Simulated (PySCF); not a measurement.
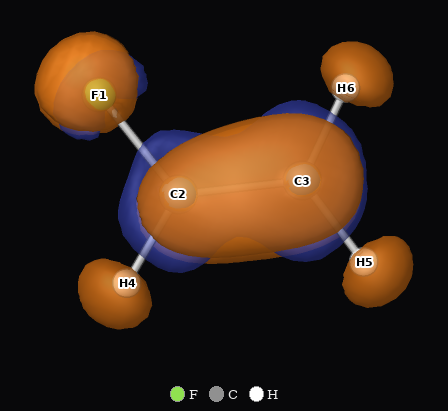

Figure. C2H3F, SMILES `FC=C`. Fukui function f⁻ = ρ(N) − ρ(N−1) at fixed geometry, surfaces at ±0.04 e/Å³ (orange positive, blue negative).

Level of theory: B3LYP/def2-SVPD (PySCF), at a geometry from GFN2-xTB. No frequency check shows the geometry to be a minimum.

Cartesian coordinates (Å):

```
F1       1.1495   -0.2251    0.0000
C2      -0.0191    0.4342    0.0000
C3      -1.1733   -0.1949    0.0000
H4       0.1292    1.5046    0.0000
H5      -2.0946    0.3549    0.0000
H6      -1.2257   -1.2691    0.0000
```

Which atoms respond most to the removal of an electron?

Answer. f⁻ (Hirshfeld-condensed) is largest on C3 (0.30), C2 (0.24) and F1 (0.18); the vertical ionisation energy is 10.58 eV. Condensed values hint at sites of electrophilic attack but needn't mark the atom that reacts. Orbital relaxation makes it negative in places (0.16 e in all).

```
atom     f⁻  charge
  F1  +0.18   −0.11
  C2  +0.24   +0.06
  C3  +0.30   −0.11
  H4  +0.09   +0.06
  H5  +0.10   +0.05
  H6  +0.09   +0.05
```

Run time: 81 s on 1 thread of Intel(R) Xeon(R) Platinum 8259CL CPU @ 2.50GHz (Skylake/Cascade Lake), with other jobs on the host, peak memory 0.44 GiB.
